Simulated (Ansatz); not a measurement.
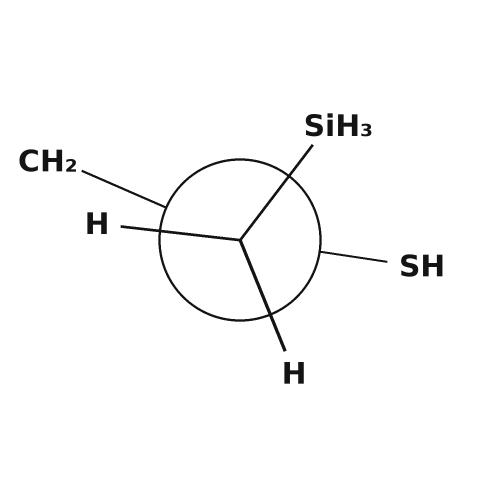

A Newman projection along the Si–C bond, silicon in front; angles are drawn as computed, but eclipsed bonds slightly apart. The geometry was computed by an optimisation with PBE0-D4/def2-TZVP. No frequency run is at hand to confirm it as a minimum.

Question: Which molecule is it?

Answer: C2H8SSi2, C=C(S)[SiH2][SiH3]

Question: What is the torsion angle from the front SiH3 to the back SH? The sign is positive where the front bond must turn clockwise to cover the back bond.

Answer: 61°, synclinal (gauche).
